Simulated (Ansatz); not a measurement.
```yaml
crystal:
  lattice:
    - [3.90392, 0.00000, 0.00000]
    - [-1.95196, 3.38089, 0.00000]
    - [0.00000, 0.00000, 47.80067]
  atoms:
    - { symbol: Si, position: [0.00000, 0.00000, 0.22422] }
    - { symbol: Si, position: [0.66667, 0.33333, 0.55756] }
    - { symbol: Si, position: [0.33333, 0.66667, 0.89089] }
    - { symbol: Si, position: [0.00000, 0.00000, 0.02481] }
    - { symbol: Si, position: [0.66667, 0.33333, 0.35814] }
    - { symbol: Si, position: [0.33333, 0.66667, 0.69148] }
    - { symbol: Si, position: [0.33333, 0.66667, 0.04098] }
    - { symbol: Si, position: [0.00000, 0.00000, 0.37431] }
    - { symbol: Si, position: [0.66667, 0.33333, 0.70764] }
    - { symbol: Si, position: [0.66667, 0.33333, 0.30852] }
    - { symbol: Si, position: [0.33333, 0.66667, 0.64186] }
    - { symbol: Si, position: [0.00000, 0.00000, 0.97519] }
    - { symbol: Si, position: [0.33333, 0.66667, 0.29236] }
    - { symbol: Si, position: [0.00000, 0.00000, 0.62569] }
    - { symbol: Si, position: [0.66667, 0.33333, 0.95902] }
    - { symbol: Si, position: [0.66667, 0.33333, 0.10911] }
    - { symbol: Si, position: [0.33333, 0.66667, 0.44244] }
    - { symbol: Si, position: [0.00000, 0.00000, 0.77578] }
    - { symbol: Si, position: [0.00000, 0.00000, 0.17478] }
    - { symbol: Si, position: [0.66667, 0.33333, 0.50811] }
    - { symbol: Si, position: [0.33333, 0.66667, 0.84145] }
    - { symbol: Si, position: [0.66667, 0.33333, 0.15855] }
    - { symbol: Si, position: [0.33333, 0.66667, 0.49189] }
    - { symbol: Si, position: [0.00000, 0.00000, 0.82522] }
    - { symbol: Ge, position: [0.33333, 0.66667, 0.24162] }
    - { symbol: Ge, position: [0.00000, 0.00000, 0.57495] }
    - { symbol: Ge, position: [0.66667, 0.33333, 0.90829] }
    - { symbol: Ge, position: [0.33333, 0.66667, 0.09171] }
    - { symbol: Ge, position: [0.00000, 0.00000, 0.42505] }
    - { symbol: Ge, position: [0.66667, 0.33333, 0.75838] }
```

Space group R-3m; a generated structure, not necessarily the stable one.

Theory: DFT PBE, scalar-relativistic, plane waves, PAW (Ansatz).

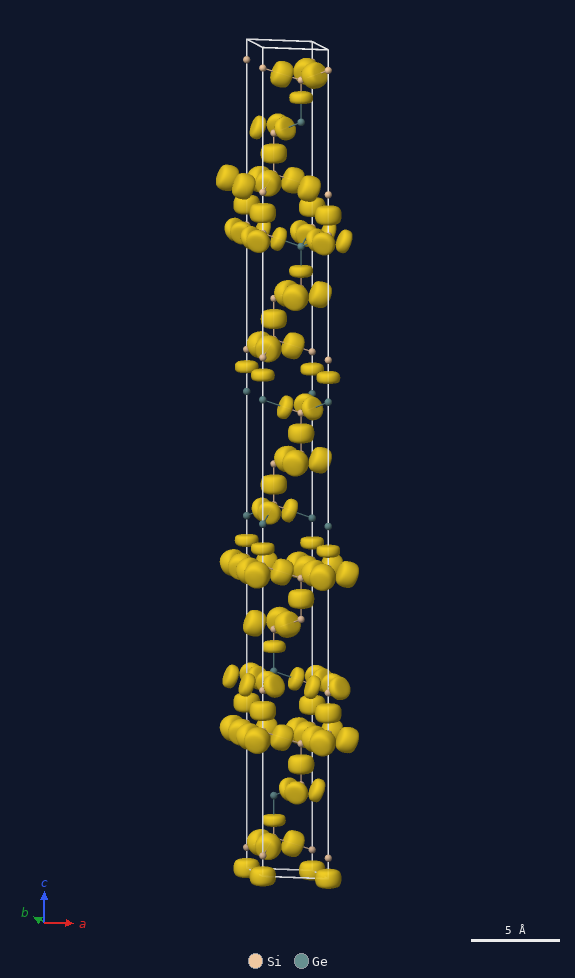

Si$_{4}$Ge. Isosurface of the ELF at 0.75 (yellow), seen slightly off an axis. Core shells and regions of very low density are left out. Sticks mark near contacts.

Q: Where are the electrons localised?

A: The ELF exceeds this value in 24 regions between bonded Ge–Si atoms (shared pairs) and 36 regions between bonded Si–Si atoms (shared pairs), counted in one cell of 30 atoms. Regions shared between cells count once. Profiles from the grid: Si–Si (2.36 Å): the ELF peaks at about 0.95 between the atoms: a shared electron pair. Si–Ge (2.40 Å): the ELF peaks at about 0.90 between the atoms; localised, covalent bonding.
